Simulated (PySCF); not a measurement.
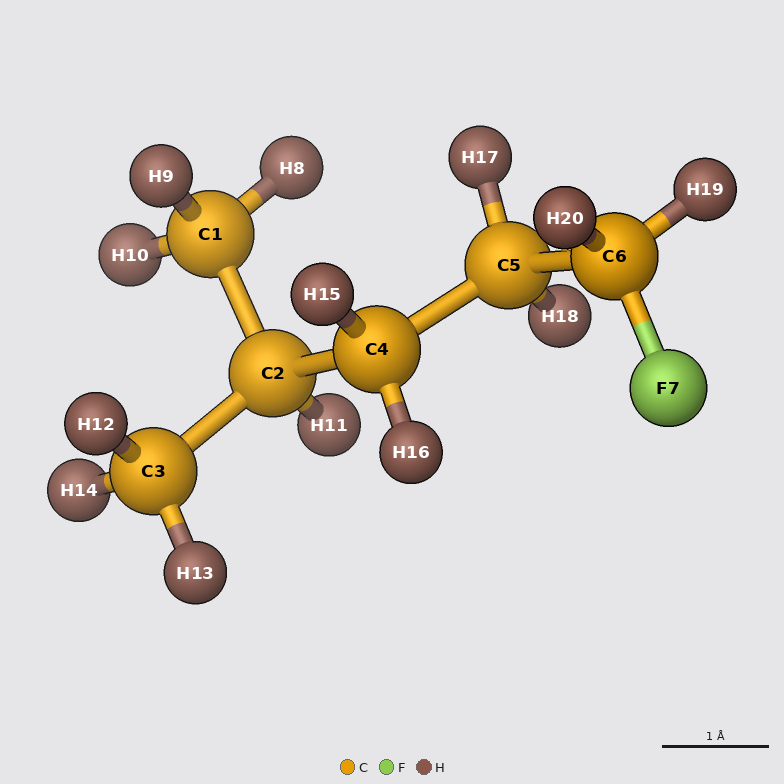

The computed structure is the end point of a GFN2-xTB optimisation. No frequency run is at hand to confirm it as a minimum.

How are the neighbours of atom 5 arranged?

C5 has 4 neighbours (C4 at 1.53, C6 at 1.52, H17 at 1.09, H18 at 1.09 Å); the arrangement is tetrahedral.

How are the neighbours of atom 1 arranged?

C1 has 4 neighbours (C2 at 1.53, H8 at 1.09, H9 at 1.09, H10 at 1.09 Å); the arrangement is tetrahedral.

Describe the coordination of atom 2.

C2 has 4 neighbours (C1 at 1.53, C3 at 1.53, C4 at 1.53, H11 at 1.10 Å); the arrangement is tetrahedral.

What is the geometry at C3?

C3 has 4 neighbours (C2 at 1.53, H12 at 1.09, H13 at 1.09, H14 at 1.09 Å); the arrangement is tetrahedral.

What is the dihedral angle C3–C2–C4–C5?

174° in size, that is anti.
